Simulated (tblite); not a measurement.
**C4H12Si4: geometry relaxation (part 4 of 4)**

The same run, continued: C4H12Si4; GFN2-xTB geometry optimisation, gas phase (tblite 0.8.0). It belongs to a series of runs on one base structure; here: H on Si replaced by propynyl.

Geometry of the input (Å):
```
C  4.4244  -0.1842  0.0634
C  2.9685  -0.1318  -0.2704
C  1.8004  -0.1144  -0.5302
Si 0.0256  -0.0596  -0.9641
C  -0.7469  1.5109  -0.2822
Si -2.6127  1.2616  -0.4447
Si -2.8726  -0.5833  0.7897
Si -1.0762  -1.7363  0.0675
H  4.6068  -0.9704  0.8221
H  4.7298  0.8307  0.3997
H  4.9862  -0.4185  -0.8785
H  -0.2162  -0.0877  -2.3867
H  -0.3844  2.3687  -0.8511
H  -0.5489  1.5654  0.8022
H  -2.9410  0.9412  -1.8533
H  -3.3815  2.3863  0.0729
H  -2.7428  -0.2517  2.2358
H  -4.1310  -1.2933  0.5098
H  -0.3092  -2.3097  1.1702
H  -1.5834  -2.7132  -0.8849
```

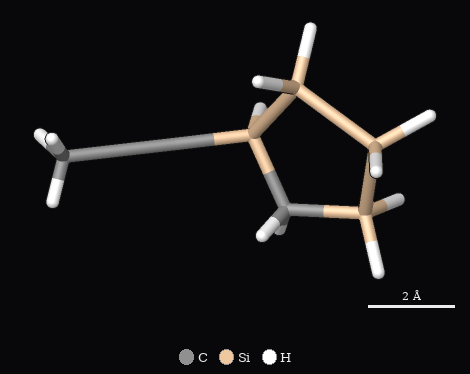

*The geometry at step 94 of the log (stick view, seen at a tilt).*

Trajectory as extended XYZ, continued
```
20
Properties=species:S:1:pos:R:3:forces:R:3 step=92 energy=-584.55205
C     4.4152   -0.0773    0.0914    0.0040   0.0050  -0.0020
C     3.0218   -0.1153   -0.2950   -0.0020   0.0000   0.0040
C     1.8616   -0.1438   -0.6227    0.0040  -0.0020  -0.0020
Si    0.0662   -0.2318   -1.0486   -0.0040  -0.0150   0.0010
C    -0.7320    1.4374   -0.5279    0.0030   0.0060  -0.0010
Si   -2.6200    1.3999   -0.2196    0.0000   0.0070   0.0030
Si   -3.0118   -0.6626    0.7793   -0.0090  -0.0120   0.0020
Si   -1.1196   -1.8622    0.1254    0.0070   0.0110  -0.0050
H     4.6052   -0.8154    0.8713    0.0020   0.0080  -0.0050
H     4.6712    0.9126    0.4694    0.0010   0.0000   0.0090
H     5.0479   -0.2995   -0.7678   -0.0030  -0.0070  -0.0040
H     0.0091   -0.3354   -2.5192   -0.0010   0.0040   0.0000
H    -0.4912    2.2050   -1.2622   -0.0030  -0.0040  -0.0080
H    -0.2479    1.7595    0.3963   -0.0020  -0.0040   0.0100
H    -3.2929    1.5382   -1.5211    0.0040   0.0010   0.0000
H    -2.9863    2.6020    0.5432   -0.0010   0.0000   0.0000
H    -3.1709   -0.5722    2.2387    0.0010   0.0040  -0.0050
H    -4.2781   -1.2660    0.3388    0.0040   0.0010   0.0020
H    -0.3416   -2.4314    1.2349   -0.0020  -0.0010   0.0040
H    -1.4111   -3.0311   -0.7173   -0.0050  -0.0040  -0.0030
20
Properties=species:S:1:pos:R:3:forces:R:3 step=94 energy=-584.55211
C     4.4144   -0.0756    0.0919    0.0020  -0.0010  -0.0020
C     3.0210   -0.1163   -0.2948   -0.0030   0.0070   0.0050
C     1.8614   -0.1461   -0.6243    0.0010  -0.0020  -0.0010
Si    0.0657   -0.2336   -1.0495   -0.0010  -0.0050   0.0030
C    -0.7312    1.4365   -0.5284    0.0010   0.0000   0.0010
Si   -2.6190    1.4011   -0.2186    0.0020  -0.0040  -0.0010
Si   -3.0121   -0.6628    0.7777   -0.0030  -0.0060   0.0010
Si   -1.1200   -1.8631    0.1245    0.0030   0.0040  -0.0020
H     4.6058   -0.8133    0.8716    0.0010   0.0030   0.0010
H     4.6698    0.9144    0.4704   -0.0030  -0.0030   0.0000
H     5.0463   -0.2985   -0.7676    0.0030   0.0000  -0.0040
H     0.0066   -0.3359   -2.5198    0.0010   0.0020  -0.0050
H    -0.4907    2.2036   -1.2634    0.0010  -0.0040  -0.0020
H    -0.2468    1.7578    0.3961    0.0010  -0.0010   0.0030
H    -3.2913    1.5415   -1.5202    0.0020   0.0030   0.0020
H    -2.9832    2.6016    0.5472   -0.0020   0.0030  -0.0010
H    -3.1709   -0.5716    2.2369    0.0010   0.0030  -0.0020
H    -4.2782   -1.2658    0.3377   -0.0020  -0.0010  -0.0010
H    -0.3422   -2.4291    1.2358   -0.0020  -0.0020   0.0040
H    -1.4105   -3.0343   -0.7159   -0.0030   0.0020   0.0000
```

Results in brief

- outcome: converged
- total energy: −584.5521 eV
- hardware: 1 CPU thread, shared host
- wall time: 1.1 s
- peak memory: 0.18 GiB
